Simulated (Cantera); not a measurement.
Charge: 1 mol acetone, 2.4 mol NH3, at 14.0 bar.

These are equilibrium values from Cantera (NASA tables, ideal gas, pure condensed phases), not measurements of a reactor. Candidate condensed phases: C, C6H6, C7H8, C8H18, H2O; 136 gas species. The feed counts by its element totals alone. Kinetics and transport are ignored.

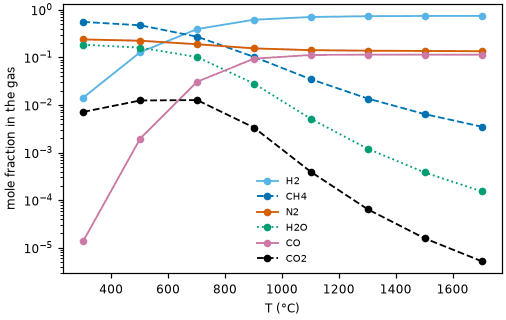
Equilibrium gas composition (values under 1e-9 drawn at 1e-9)

Task: Read off the mole fractions at 702 °C.

Result: H2 about 0.39, CH4 about 0.27, N2 about 0.19, H2O about 0.10, CO about 0.031, CO2 about 0.013.
